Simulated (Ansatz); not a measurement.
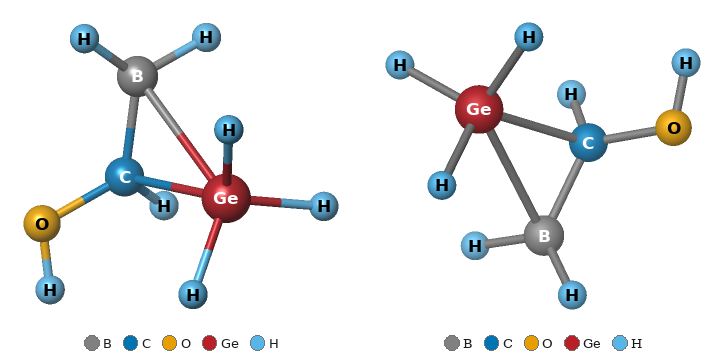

Both panels show the same species.

The geometry was computed by an optimisation with PBE0-D4/def2-TZVP.

What is the molecular formula?

CH₇BGeO, 11 atoms: 1 carbon, 7 hydrogen, 1 boron, 1 germanium and 1 oxygen.

How many bonds of each kind are drawn?

3 Ge–H, 2 B–H, 1 C–B, 1 C–O, 1 O–H, 1 B–Ge, 1 C–H, 1 C–Ge. Sticks follow a distance rule.

The parts below concern this one geometry. Atoms keep their numbers from picture to picture.

## Symmetry

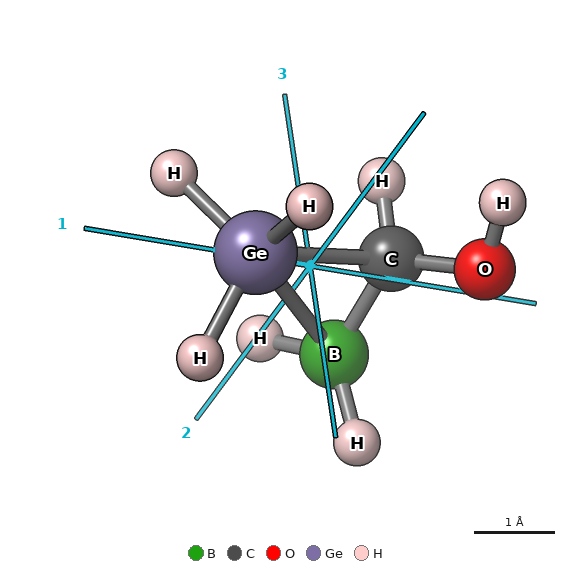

The three principal axes of inertia are drawn and numbered. Atoms fade into the background with distance from the viewer. Masses are those of the most abundant isotopes; constants are for the rigid equilibrium geometry.

Which line is the a axis (least moment of inertia), which b and which c?

a is line 1, b is line 2, c is line 3; the moments are 60.8, 168, 208 u Å².

What kind of rotor is it, and what are its rotational constants in MHz?

An asymmetric top (C1): A = 8309, B = 3000, C = 2435 MHz. Ray's parameter κ is −0.81, nearer the prolate limit.

## Charges

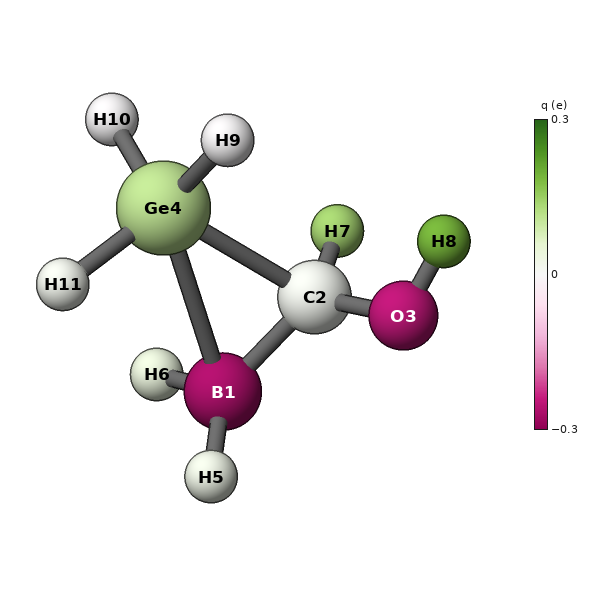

Atoms are coloured by their Mulliken charges. Properties computed with RKS PBE-D4/def2-TZVPP (Ansatz 0.2.0).

Give the Mulliken charges atom by atom.

```tsv
atom	value (e)
B1	−0.26
C2	0.01
O3	−0.24
Ge4	0.11
H5	0.02
H6	0.04
H7	0.13
H8	0.19
H9	0.00
H10	0.00
H11	0.01
```

## Thermal motion

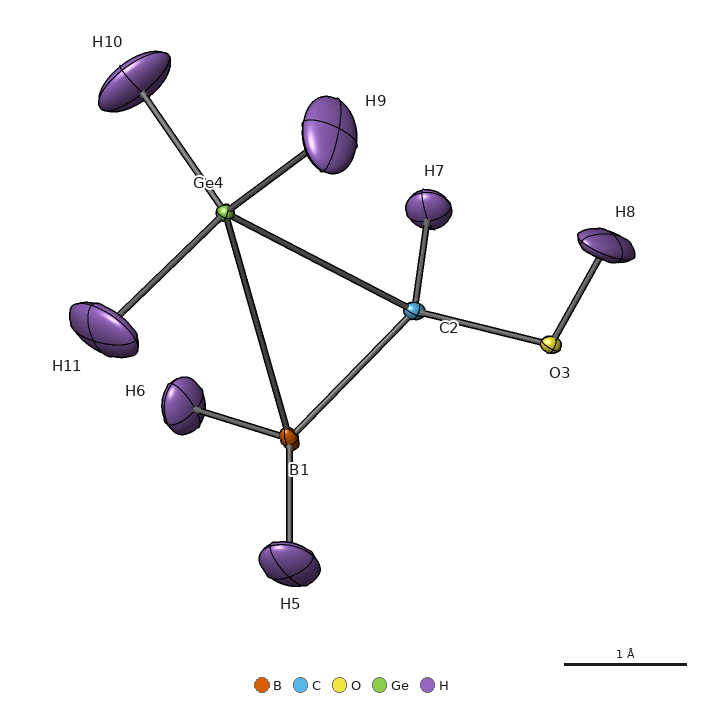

Displacement ellipsoids at the 50 % level, from the internal vibrations of the free molecule (harmonic, no overall translation or rotation; no half-axis is drawn under 0.075 Å). Vibrations computed with RKS PBE0-D4/def2-TZVP (Ansatz 0.2.0). Temperature: 0 K (zero-point motion alone).

List U_eq and the three principal root-mean-square amplitudes for each kind of atom.

```csv
atom,U_eq (Å²),rms amplitudes (Å)
B1,0.0031,"0.031, 0.041, 0.081"
C2,0.0023,"0.037, 0.040, 0.063"
O3,0.0017,"0.024, 0.032, 0.060"
Ge4,0.00019,"0.006, 0.013, 0.019"
H5,0.0220,"0.083, 0.149, 0.192"
H6,0.0191,"0.086, 0.142, 0.173"
H7,0.0138,"0.080, 0.121, 0.143"
H8,0.0231,"0.071, 0.125, 0.221"
H9,0.0308,"0.088, 0.171, 0.236"
H10,0.0294,"0.088, 0.166, 0.230"
H11,0.0333,"0.088, 0.180, 0.244"
```

## Dipole moment

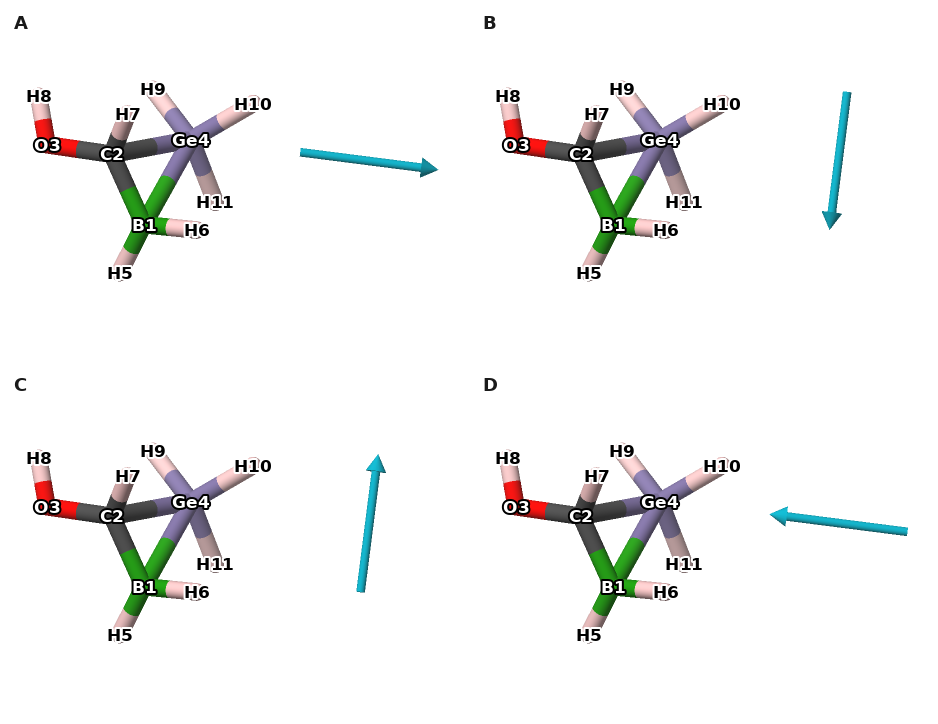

The same molecule four times, each with an arrow. Method: RKS PBE0-D4/def2-TZVP (Ansatz 0.2.0).

Which arrow points along the dipole moment, from the negative to the positive end?

C. The dipole moment is 2.54 D; it points from the side of H5 to the side of H9, H10 (the outermost atoms at the two ends).

Mulliken values depend strongly on the basis set and can even reverse the polarity of a bond.
